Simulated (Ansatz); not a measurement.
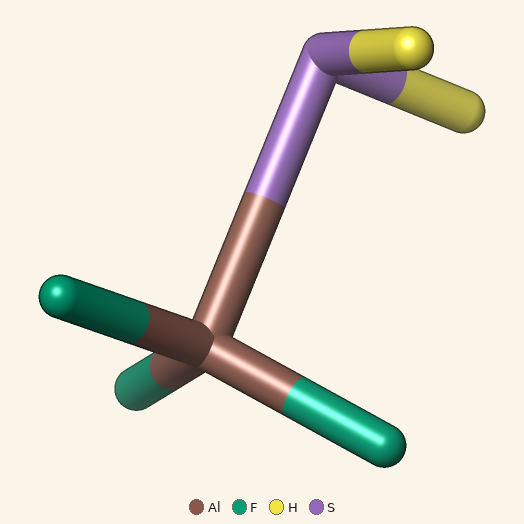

A stick model of a molecule.

What does the picture show?

Formula AlF3H2S. This geometry has Cs symmetry. Coordination: 1 Al tetrahedral; 1 S trigonal pyramidal.

More results for the same structure follow; atom numbers are the same in all pictures, views and colours differ. Computed geometry: PBE0-D4/def2-TZVP optimisation.

## Geometry

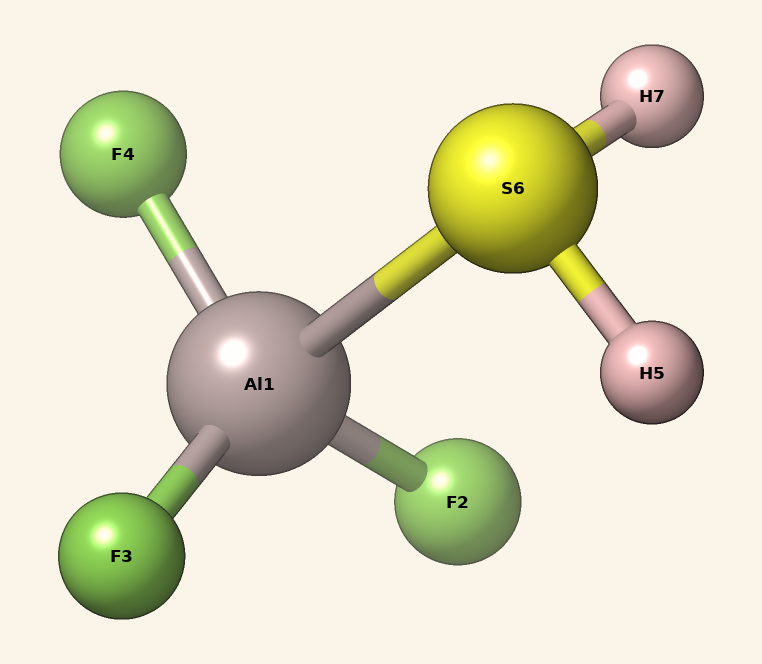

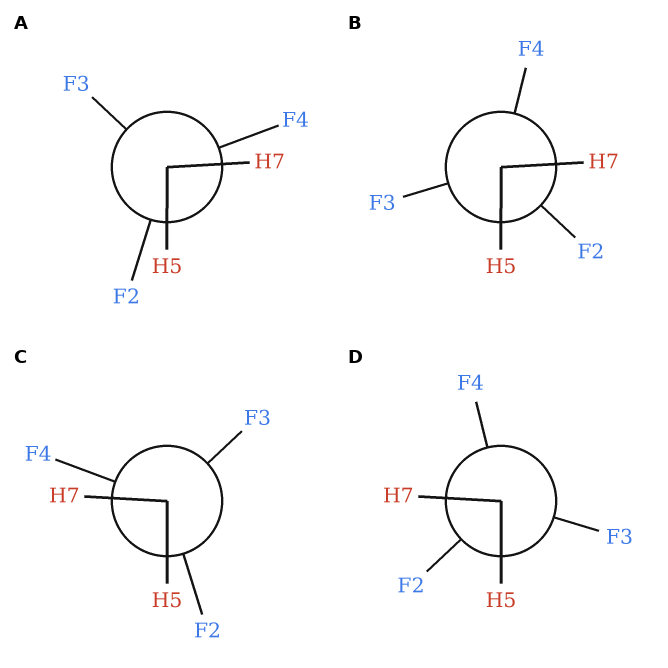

Distant atoms are faded towards the background colour. Bonds that would overlap in a projection are set slightly apart.

Which Newman projection shows the view along S6–Al1, with S6 in front?

Answer. B. The torsion angle H5–S6–Al1–F2 is −46°, synclinal (gauche).

## Vibrations

Harmonic vibrations computed with RKS PBE0-D4/def2-TZVP (Ansatz 0.2.0) at a stationary point of the same level.

How many vibrational modes are there, and where do they lie?

Answer. 15 modes: 59, 113, 114, 216, 237, 238, 346, 497, 549, 674, 898, 910, 1194, 2703, 2715 cm⁻¹.

## Electronic properties

Properties computed with RKS PBE0-D4/def2-TZVPP (Ansatz 0.2.0).

Estimate the HOMO–LUMO gap.

Answer. 8.96 eV.

Estimate the dispersion correction.

Answer. −11.4 kJ/mol.

Estimate the HOMO energy (Kohn–Sham orbital).

Answer. −10.03 eV.

## Charges

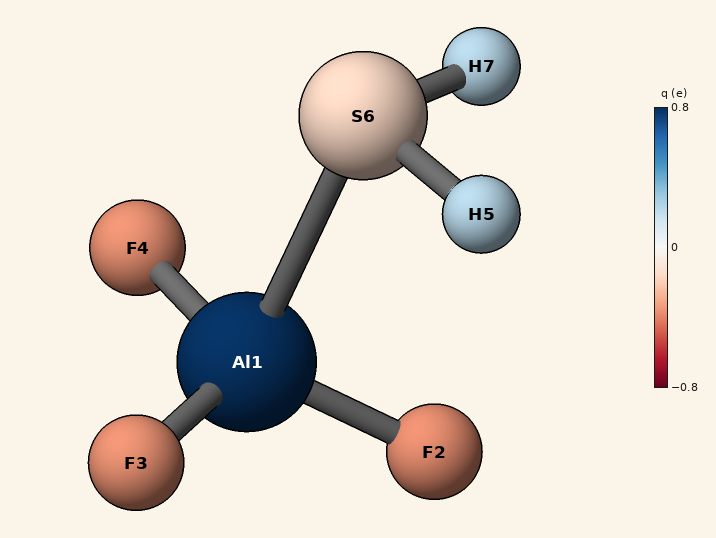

Atoms are coloured by their Mulliken charges. Level of theory: RKS PBE0-D4/def2-TZVP (Ansatz 0.2.0).

Which atom carries the highest charge (most positive or least negative)?

Answer. Al1 (0.79 e).

And the lowest?

Answer. F2, F3, F4 (−0.36 e).

List the Mulliken charges.

```json
{"atom": "Al1", "value (e)": "0.79"}
{"atom": "F2", "value (e)": "−0.36"}
{"atom": "F3", "value (e)": "−0.36"}
{"atom": "F4", "value (e)": "−0.36"}
{"atom": "H5", "value (e)": "0.22"}
{"atom": "S6", "value (e)": "−0.16"}
{"atom": "H7", "value (e)": "0.22"}
```

Mulliken values depend strongly on the basis set and can even reverse the polarity of a bond.
